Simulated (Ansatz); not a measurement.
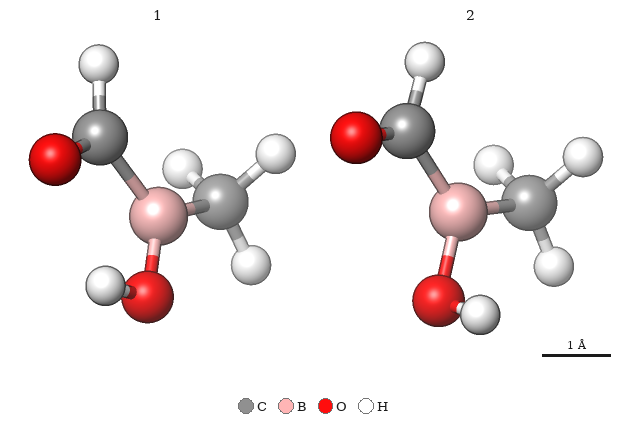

Two geometries of C₂H₅BO₂ (coarse preliminary run), drawn at one scale. One is the start of a relaxation, the other its converged end. The picture is a ball-and-stick view, seen from a free direction.

Theory: RKS PBE-D4/def2-SVP (Ansatz). (force threshold 0.03 eV/Å; at most 200 steps)

**Which one is relaxed?**

Structure 1 is the relaxed one. The start comes from a force field. The atom that moves furthest after the best rigid fit is an H atom (1.02 Å). By element the largest moves are H 1.02 Å, O 0.39 Å, B 0.21 Å, C 0.14 Å. Near-neighbour distances that change, for instance: B–O 1.430 → 1.354 Å, C–O 1.160 → 1.230 Å, C–H 1.175 → 1.112 Å, B–C 1.573 → 1.633 Å. Among the angles between lasting bonds that change: B–C–H 114.4° → 123.7°, B–C–O 124.9° → 117.3°, O–B–C 117.3° → 111.2°. Groups turn about B–O by about 90°. After 13 accepted moves (15 points after the start) the energy has fallen by 30.0 kcal/mol. Largest force component: 4.9 eV/Å at the start, 0.019 eV/Å at the end. The line search rejected the trial steps at points 3, 11 of the run.
